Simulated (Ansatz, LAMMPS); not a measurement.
# Static equation of state of glassy 63GeO2-37SiO2 (mol %) (105 atoms)

Density of this cell: 3.18 g/cm³. The cell holds 105 atoms: 22 Ge, 13 Si and 70 O. Cell: a = 11.919 Å, b = 11.812 Å, c = 11.435 Å, α = 92.2°, β = 90.9°, γ = 90.3°. The starting structure: 105 atoms (22 Ge, 13 Si, 70 O) placed at random at 3.15 g/cm³, melted at 4000 K for 10 ps at fixed volume with the Morse and Coulomb pair potential with partial charges (Pedone, Malavasi, Menziani, Cormack and Segre, J. Phys. Chem. B 110, 11780 (2006)). Quenched from 4000 K to 300 K at 25 K/ps and fixed volume, held 10 ps at zero pressure, then minimised at fixed cell.

Calculated with Ansatz 0.2.0: Kohn-Sham DFT, PBE, PAW (set soft_2), plane waves; cutoff 420 eV, Γ point, fixed occupations. Cell and atoms were relaxed first, to V0 = 15.318 Å³ an atom at a residual P0 = -0.006 GPa. The cell was then scaled evenly, and the atoms were relaxed at each volume.

```
volume (Å³/atom)  pressure (GPa)
          13.786           3.842
          14.399               ?
          14.858           1.127
          15.777          -1.138
          16.237          -2.208
```

**Question.** Fit the third-order Birch–Murnaghan equation to the rows given and interpolate to the withheld row.

Worked fit:

Take the Eulerian strain f = ½[(V0/V)^(2/3) − 1] and the normalised pressure F = (P − P0) / [3f(1 + 2f)^(5/2)]. The third-order Birch–Murnaghan equation is then the line F = B0 + (3/2)B0(B′ − 4) f, so u = f and v = F.

| u = f | v = F (GPa) |
| --- | --- |
| 0.0363830 | 29.5782 |
| 0.0102572 | 34.9980 |
| -0.00975640 | 40.6348 |
| -0.0190505 | 42.4523 |

With n = 4: mean u = 0.00445832, mean v = 36.9158, Σ(u − ū)² = 0.0018075, Σ(u − ū)(v − v̄) = -0.42839. Slope b = -0.42839 / 0.0018075 = -237.00; intercept a = v̄ − b ū = 37.972.

So B0 = a = 38.0 GPa and B′ = 4 + 2b/(3a) = -0.161. At the withheld volume f = 0.02106, F = a + b f = 32.98 GPa, and P = P0 + 3f(1 + 2f)^(5/2) F.

Prediction at 14.399: 2.303 GPa. The run gave 1.727 GPa, so the fit is high by 0.58 GPa (33 % of the value).

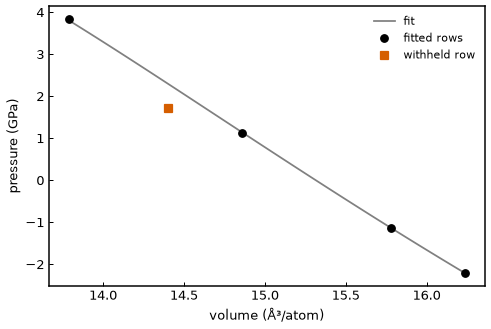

The fit, the rows that it rests on and the withheld row.

The series isn't one smooth equation of state: even a line fitted to all rows, the withheld one included, misses F by up to 23.7 %, the count of bonds changes along the series and an atom moves over 0.5 Å in some relaxation. B0 and B′ are then only the numbers of this fit, not moduli of the material. Among the rows given, the largest miss of the fit is at 13.786, by 0.030 GPa (0.49 % of the range of the table).

Limits: Static cells at zero temperature; the cell shape is held. The program notes that the SCF threshold of these relaxations is loose for the stress. The quench rate of 25 K/ps is many orders above laboratory rates, so the cell is likely richer in defects and strain than a real sample. The network of bonds at the start is that of the classical potential that made the cell, and needn't be the one that DFT or experiment would give. Only the Γ point is sampled, in a cell whose shortest periodic width is 11 Å.

[Logs are printed without paths, hosts, clocks, repeated set-up lines and the standing remarks that a program may print on its own settings, such as how far it seeks lower states.]

[Hosts, paths, dates, database ids (printed as entryN), source tags and the programs' standing remarks are cut or masked in the printed files.]
